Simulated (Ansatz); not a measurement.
# F2GaH (SMILES [F][GaH][F]): what the fields show

Input

```
crystal:
  periodic: [false, false, false]
  atoms:
    - {symbol: F, position_ang: [-1.012379, -0.497121, 1.241169]}
    - {symbol: Ga, position_ang: [-0.022720, 0.032192, -0.088907]}
    - {symbol: F, position_ang: [1.659895, -0.330672, 0.167678]}
    - {symbol: H, position_ang: [-0.569196, 0.735400, -1.340241]}
basis:
  gaussian: {orbitals: def2-TZVPP}
hamiltonian: {xc: pbe0, dispersion: d4}
output: {orbitals: {seedname: orbitals}}
```

Command:

```sh
ansatz run in.yaml --threads 4 --pin off --events-out ev --progress --plain --max-ram 10444MiB
```

Geometry: PBE0-D4/def2-TZVP.

These are results of RKS PBE0-D4/def2-TZVPP (Ansatz 0.2.0), not measurements.

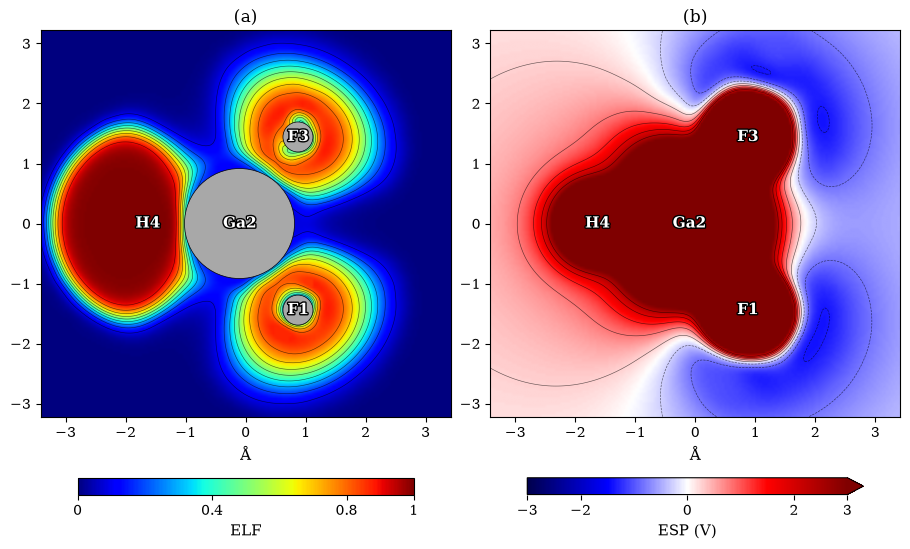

Figure 1. (a) ELF; (b) electrostatic potential on the molecular plane. Grey discs cover the atomic cores in the ELF map.

Question: What do the fields say about this system?

Answer: The section cuts through F, Ga and H sites. Ga–F (1.74 Å): the ELF peaks at about 0.80 in the valence shell of F, 0.5 Å from its nucleus, and is about 0.15 at the midpoint. Ga–H (1.54 Å): the ELF climbs to about 1 towards the hydrogen. The ELF also peaks beside F1 and F3, away from the bonds: lone-pair regions. Outside the dense part of the molecule the potential is most negative (−1.4 V) near F1 and F3.

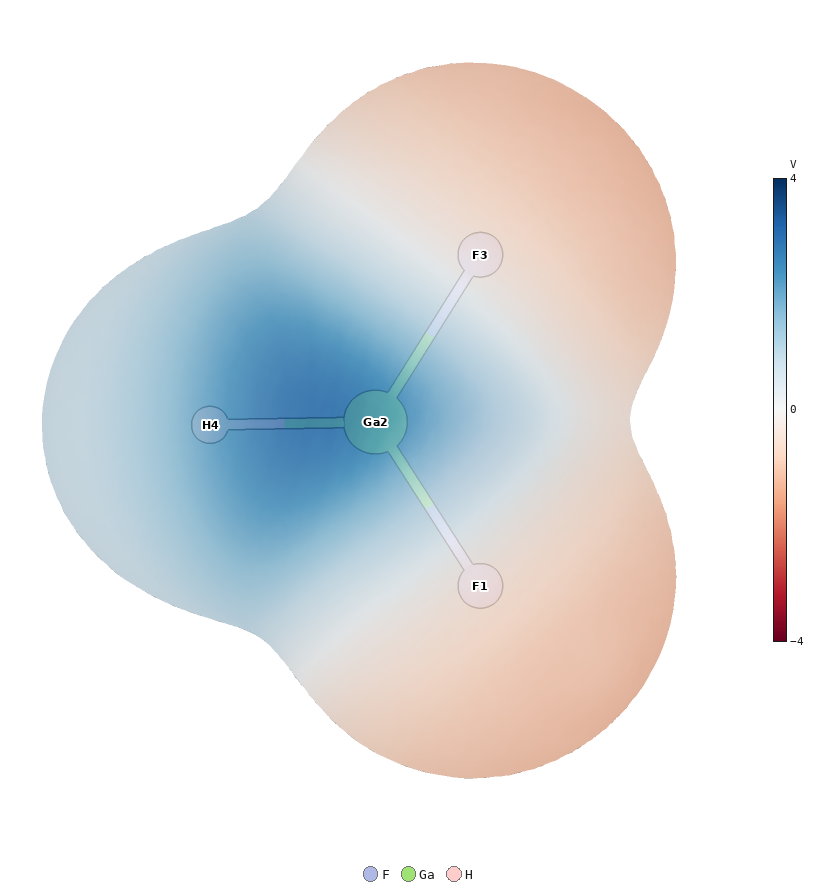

Figure 2. The electrostatic potential painted on the density surface at 0.001 e/bohr³, seen at a tilt; red is negative and blue positive.

Question: Which sites attract a positive test charge, and which a negative one?

Answer: A positive charge is drawn to the negative regions and a negative charge to the positive ones. The most negative region (about −1.1 V, or −25 kcal/mol for a unit charge) lies over F1 and F3, the most positive (about +3.1 V, or +71 kcal/mol for a unit charge) over Ga2.

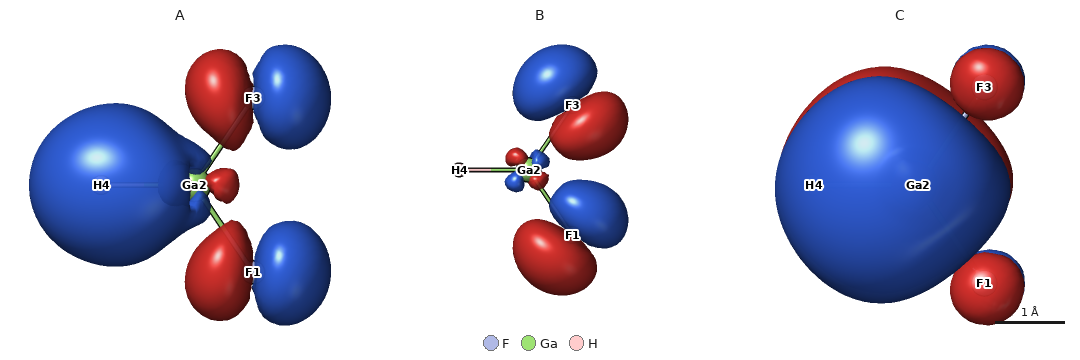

Figure 3. Three frontier orbitals at ±0.08 Å⁻³ᐟ² (red and blue are the two phases), in no order.

Question: Which picture is the HOMO−1, the HOMO and the LUMO?

Answer: B is the HOMO−1 (−10.98 eV). By Hirshfeld shares it lies mainly on F1 (about 45 %), F3 (about 45 %) and Ga2 (about 5 %); it is symmetric in the molecular plane (an in-plane orbital: σ, lone-pair or in-plane π type); largely a combination of lone pairs on F1 and F3. A is the HOMO (−10.39 eV). By Hirshfeld shares it lies mainly on H4 (about 30 %), Ga2 (about 25 %), F1 (about 25 %) and F3 (about 25 %); it is symmetric in the molecular plane (an in-plane orbital: σ, lone-pair or in-plane π type). C is the LUMO (−1.37 eV). By Hirshfeld shares it lies mainly on Ga2 (about 80 %) and H4 (about 10 %); it changes sign across the molecular plane (π type).

Question: What is the HOMO–LUMO gap?

Answer: 9.02 eV between the orbital energies.

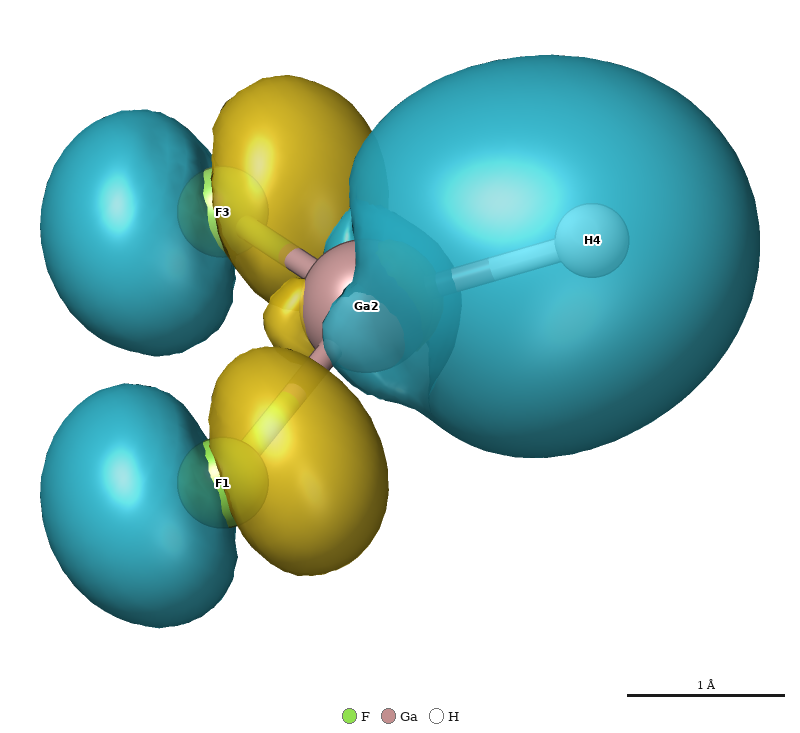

Figure 4. One frontier orbital at ±0.1 Å⁻³ᐟ² (yellow and cyan are the two phases), seen at an oblique angle.

Question: Which orbital is it: HOMO or LUMO?

Answer: The HOMO, at −10.39 eV. By Hirshfeld shares it lies mainly on H4 (about 30 %), Ga2 (about 25 %), F1 (about 25 %) and F3 (about 25 %); it is symmetric in the molecular plane (an in-plane orbital: σ, lone-pair or in-plane π type).
